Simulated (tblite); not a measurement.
Saddle-point search, with input and output: C3H4GeO2

C3H4GeO2, computed with GFN2-xTB saddle search (eigenvector following) and harmonic vibrations, gas phase (tblite 0.8.0).

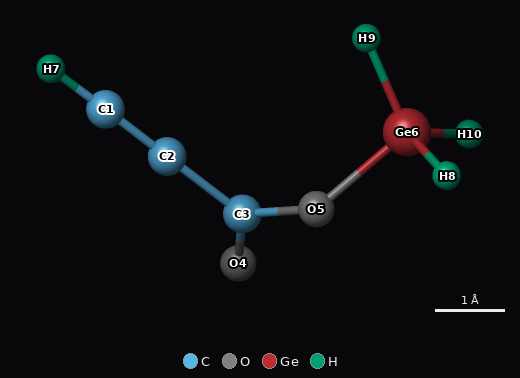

**Figure 1.** The starting structure (ball-and-stick view, seen at a tilt; atoms are numbered from 1 in the order of the input). Sticks mark near contacts.

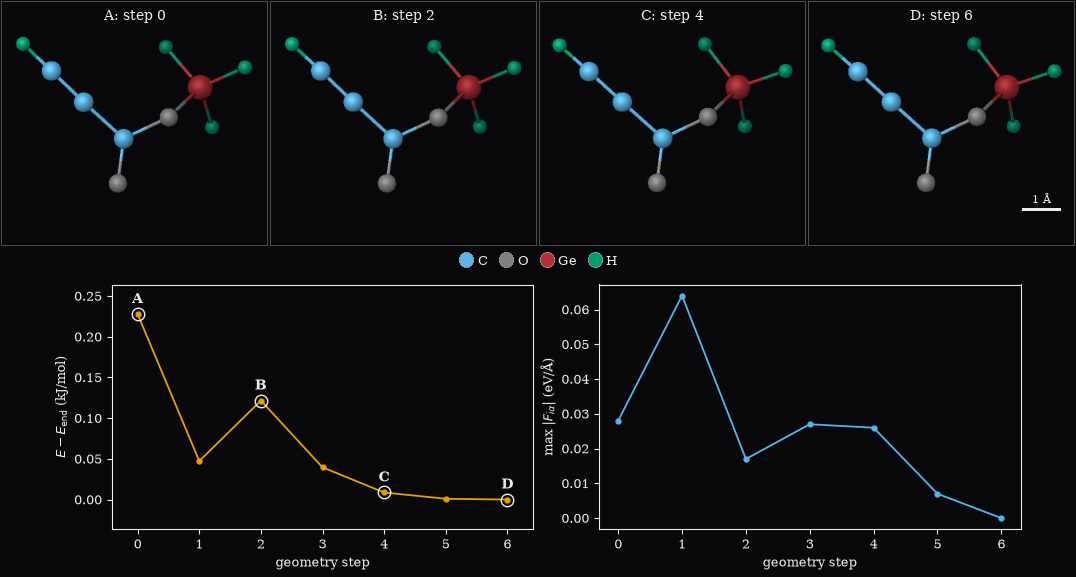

**Figure 2.** Frames of the saddle-point search (ball-and-stick view, seen at a tilt) above the curves, on which the letters mark them (steps are counted from 0).

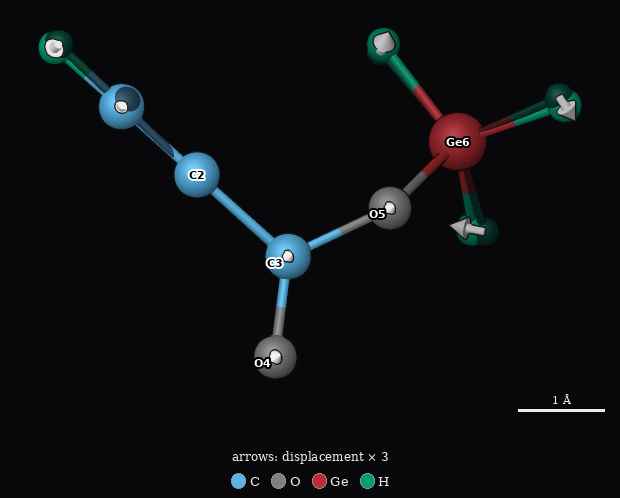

**Figure 3.** Start (faint) and end (solid) with the displacements as white arrows, magnified 3 times (ball-and-stick view, seen at a tilt). The two geometries are laid on each other by the best rigid fit. H10 moves most after the best rigid fit: 0.16 Å. Largest moves by element: H 0.16 Å, O 0.06 Å, C 0.05 Å, Ge 0.01 Å. After 6 geometry steps the energy has fallen by 0.23 kJ/mol. The largest force component goes from 0.028 to under 0.0001 eV/Å. (Atoms are counted from 1 in the order of the input.)

These pictures come from the run below.

### Input file
```
{"job": {"xc": "GFN2-xTB", "basis": "xTB", "kind": "saddle"}, "charge": 0, "multiplicity": 1}
C      2.563514     0.329547     0.437263
C      1.647034     0.085158    -0.297780
C      0.522544    -0.166541    -1.170598
O      0.608617    -0.723065    -2.227230
O     -0.627891     0.341887    -0.704346
Ge    -1.817945    -0.050867     0.522927
H      3.375417     0.544465     1.069422
H     -2.621274     1.204531     0.500640
H     -1.092325    -0.295817     1.817455
H     -2.557692    -1.269299     0.052246
```

The first line tells a small driver script what to run in tblite; the rest is the geometry in Å.

Command:
```bash
OMP_NUM_THREADS=1 python <driver script> task.json out
```

### What the program printed
```
step      E/eV     max force
  0    -502.20166   0.0341
  1    -502.20353   0.0830
  2    -502.20276   0.0248
  3    -502.20361   0.0347
  4    -502.20393   0.0312
  5    -502.20401   0.0094
  6    -502.20402   0.0000
lowest wavenumbers (cm-1): -71.7 78.2 96.8 147.6 210.7 392.3
```

### Trajectory as extended XYZ (Å, eV, eV/Å), 7 frames, from step=0 to step=6
```
10
Properties=species:S:1:pos:R:3:forces:R:3 step=0 energy=-502.20166
C     2.5635    0.3295    0.4373    0.0150   0.0160   0.0110
C     1.6470    0.0852   -0.2978   -0.0130   0.0230  -0.0200
C     0.5225   -0.1665   -1.1706   -0.0160  -0.0230   0.0040
O     0.6086   -0.7231   -2.2272    0.0040   0.0010   0.0140
O    -0.6279    0.3419   -0.7043    0.0000   0.0280  -0.0020
Ge   -1.8179   -0.0509    0.5229   -0.0120  -0.0270  -0.0170
H     3.3754    0.5445    1.0694    0.0050  -0.0250   0.0010
H    -2.6213    1.2045    0.5006    0.0040   0.0020  -0.0050
H    -1.0923   -0.2958    1.8175    0.0030   0.0030   0.0030
H    -2.5577   -1.2693    0.0522    0.0090   0.0020   0.0110
10
Properties=species:S:1:pos:R:3:forces:R:3 step=1 energy=-502.20353
C     2.5554    0.2968    0.4454   -0.0450  -0.0080  -0.0370
C     1.6330    0.0965   -0.2972    0.0640   0.0170   0.0500
C     0.5110   -0.1375   -1.1785   -0.0010  -0.0010   0.0020
O     0.6027   -0.6904   -2.2367    0.0020   0.0010   0.0040
O    -0.6413    0.3740   -0.7198   -0.0010   0.0000   0.0040
Ge   -1.8086   -0.0463    0.5228   -0.0200  -0.0080   0.0030
H     3.3723    0.4711    1.0848   -0.0230  -0.0100  -0.0190
H    -2.6749    1.1675    0.4603    0.0190  -0.0310   0.0020
H    -1.0664   -0.2116    1.8235   -0.0170   0.0050  -0.0230
H    -2.4831   -1.3201    0.0954    0.0220   0.0350   0.0140
10
Properties=species:S:1:pos:R:3:forces:R:3 step=2 energy=-502.20276
C     2.5522    0.3185    0.4442    0.0160   0.0060   0.0120
C     1.6355    0.0937   -0.2968   -0.0170   0.0060  -0.0170
C     0.5161   -0.1556   -1.1769   -0.0070  -0.0080  -0.0010
O     0.6110   -0.7153   -2.2311    0.0010   0.0030   0.0070
O    -0.6385    0.3538   -0.7217    0.0020   0.0100   0.0000
Ge   -1.8097   -0.0487    0.5221    0.0020  -0.0080  -0.0080
H     3.3646    0.5135    1.0820    0.0060  -0.0100   0.0030
H    -2.6348    1.1912    0.4922   -0.0060   0.0080  -0.0040
H    -1.0676   -0.2649    1.8120    0.0040   0.0030   0.0070
H    -2.5289   -1.2862    0.0741    0.0010  -0.0100   0.0010
10
Properties=species:S:1:pos:R:3:forces:R:3 step=3 energy=-502.20361
C     2.5513    0.2993    0.4468   -0.0190  -0.0050  -0.0160
C     1.6308    0.0981   -0.2970    0.0270   0.0060   0.0210
C     0.5108   -0.1394   -1.1798    0.0010   0.0020   0.0040
O     0.6055   -0.6946   -2.2364    0.0010  -0.0010  -0.0040
O    -0.6432    0.3712   -0.7244   -0.0020   0.0020   0.0010
Ge   -1.8067   -0.0462    0.5224   -0.0110  -0.0030   0.0030
H     3.3668    0.4735    1.0873   -0.0080  -0.0050  -0.0070
H    -2.6681    1.1698    0.4661    0.0080  -0.0150   0.0000
H    -1.0608   -0.2162    1.8188   -0.0080   0.0040  -0.0090
H    -2.4866   -1.3155    0.0962    0.0110   0.0150   0.0070
10
Properties=species:S:1:pos:R:3:forces:R:3 step=4 energy=-502.20393
C     2.5584    0.2792    0.4445   -0.0090  -0.0040  -0.0070
C     1.6321    0.0961   -0.2966    0.0090   0.0040   0.0050
C     0.5081   -0.1238   -1.1790    0.0050  -0.0010  -0.0020
O     0.5976   -0.6670   -2.2426    0.0010   0.0030   0.0070
O    -0.6426    0.3864   -0.7154    0.0000   0.0000  -0.0030
Ge   -1.8086   -0.0441    0.5243   -0.0180   0.0010   0.0070
H     3.3782    0.4369    1.0834   -0.0050  -0.0010  -0.0030
H    -2.7059    1.1445    0.4334    0.0170  -0.0260   0.0030
H    -1.0745   -0.1656    1.8336   -0.0120   0.0010  -0.0160
H    -2.4428   -1.3427    0.1143    0.0110   0.0240   0.0100
10
Properties=species:S:1:pos:R:3:forces:R:3 step=5 energy=-502.20401
C     2.5590    0.2794    0.4441   -0.0060  -0.0020  -0.0050
C     1.6324    0.0976   -0.2969    0.0070   0.0020   0.0060
C     0.5083   -0.1237   -1.1785    0.0000   0.0000   0.0010
O     0.5978   -0.6683   -2.2412    0.0000  -0.0010  -0.0020
O    -0.6426    0.3866   -0.7153    0.0000   0.0000   0.0000
Ge   -1.8091   -0.0443    0.5241    0.0000   0.0010   0.0000
H     3.3790    0.4370    1.0826   -0.0010   0.0000  -0.0010
H    -2.7047    1.1431    0.4341   -0.0010   0.0000   0.0000
H    -1.0769   -0.1670    1.8327    0.0010   0.0000   0.0000
H    -2.4433   -1.3406    0.1143    0.0000  -0.0010   0.0000
10
Properties=species:S:1:pos:R:3:forces:R:3 step=6 energy=-502.20402
C     2.5601    0.2765    0.4436    0.0000   0.0000   0.0000
C     1.6329    0.0979   -0.2972    0.0000   0.0000   0.0000
C     0.5078   -0.1214   -1.1780    0.0000   0.0000   0.0000
O     0.5957   -0.6658   -2.2410    0.0000   0.0000   0.0000
O    -0.6421    0.3901   -0.7136    0.0000   0.0000   0.0000
Ge   -1.8093   -0.0438    0.5241    0.0000   0.0000   0.0000
H     3.3806    0.4318    1.0820    0.0000   0.0000   0.0000
H    -2.7104    1.1391    0.4297    0.0000   0.0000   0.0000
H    -1.0789   -0.1603    1.8343    0.0000   0.0000   0.0000
H    -2.4364   -1.3442    0.1161    0.0000   0.0000   0.0000
```

### Key numbers

```json
{"quantity": "outcome", "value": "converged"}
{"quantity": "total energy", "value": "−502.2040 eV"}
{"quantity": "point group", "value": "C1"}
{"quantity": "hardware", "value": "1 CPU thread, shared host"}
{"quantity": "wall time", "value": "1.4 s"}
{"quantity": "peak memory", "value": "0.19 GiB"}
```
